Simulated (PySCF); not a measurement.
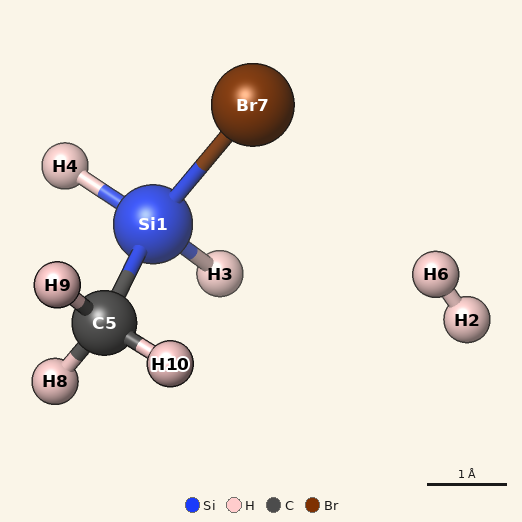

Orthographic view. Depth is shown by fading: the farther an atom, the more it takes the colour of the background. The computed structure is the end point of a PBE0-D4/def2-TZVP optimisation. No frequency run is at hand to confirm it as a minimum.

List the bonded neighbours of every atom.

Si1: H3, H4, C5, Br7
H2: H6
H3: Si1
H4: Si1
C5: Si1, H8, H9, H10
H6: H2
Br7: Si1
H8: C5
H9: C5
H10: C5
